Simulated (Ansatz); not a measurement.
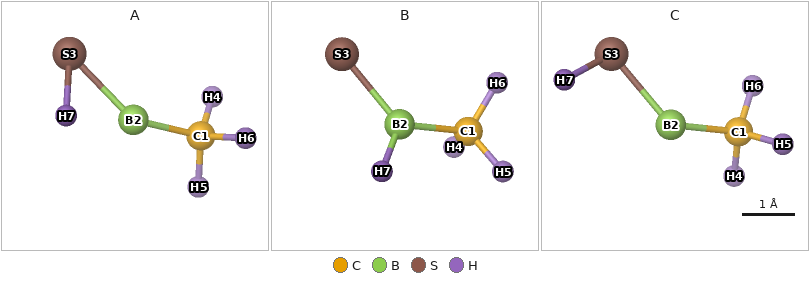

3 geometries from a converged minimum-energy path of CH$_{4}$BS (multiplicity 2), shuffled. A ball-and-stick model, seen at a tilt.

Theory: UKS BLYP/def2-mTZVP (Ansatz). Settings: 5 movable images; climbing image; force threshold 0.03 eV/Å; iteration limit 60; starting path through a guess of the saddle point.

Which frame is the top of the path?

Answer. A. In order along the path, whose images run from 0 to 6: B (image 1, +0.6 kcal/mol), A (image 4, +40.6 kcal/mol), C (image 6, +23.5 kcal/mol). A hydrogen atom shifts from one atom to another. Breaking: B2–H7 (1.21 → 1.62 at the top → 2.42 Å). Forming: S3–H7 (2.51 → 1.47 at the top → 1.37 Å).
